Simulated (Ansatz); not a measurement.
Consider CHCl2Si (charge +1, triplet).

Input

```
crystal:
  periodic: [false, false, false]
  atoms:
    - {symbol: C, position_ang: [-1.941411, 1.856646, -0.149075]}
    - {symbol: Cl, position_ang: [-0.010277, -0.572049, -1.067172]}
    - {symbol: Cl, position_ang: [0.478987, 1.024591, 1.926467]}
    - {symbol: Si, position_ang: [-0.554101, 0.827630, 0.235318]}
    - {symbol: H, position_ang: [-2.697747, 2.647018, -0.024289]}
basis:
  gaussian: {orbitals: def2-TZVPD}
total_charge: 1
magnetization: {spin_polarized: true, initial_magnetization: 2}
hamiltonian: {xc: {name: PBE0}}
output: {forces: true, orbitals: {seedname: orbitals}}
```

Command:

```sh
ansatz run input.yaml --threads 1 --pin off --max-ram 2610MiB --events-out events.jsonl --progress --plain --runs-dir runs
```

Geometry: PBE-D3(BJ)/def2-SVP.

Level of theory: isolated molecule in a Gaussian basis; Kohn-Sham density functional theory, functional PBE0 (Ansatz 0.2.0).

**What can the converged electron density, electron localisation function and spin density tell about the bonding?**

C–Si (1.77 Å): the density is about 1.1 e/Å³ at the midpoint; the ELF peaks at about 0.95 between the atoms (a covalent bond).
Si–Cl (1.99 Å): the density is about 1 e/Å³ at the midpoint; the ELF peaks at about 0.85 between the atoms (a shared but strongly polarised pair).
C–H (1.10 Å): the density is about 2.1 e/Å³ at the midpoint; the ELF climbs to about 1 towards the hydrogen, as it does in any bond to H (an ordinary covalent bond to hydrogen).
The unpaired spin (2 electrons) lies mostly on C1 (about 1.5) and Si4 (about 0.3), in electrons by Hirshfeld's partition.

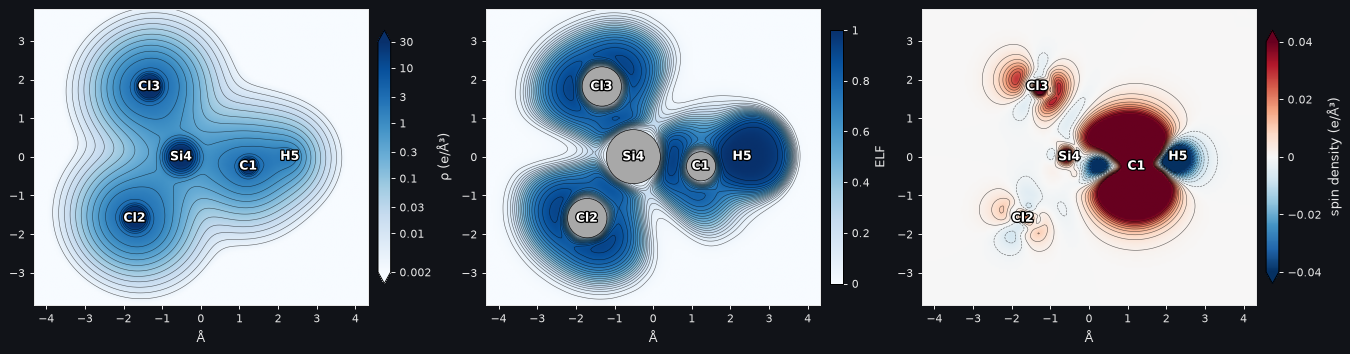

Computed electron density, electron localisation function and spin density on the molecular plane, in this order. Grey discs cover the atomic cores in the ELF map. 
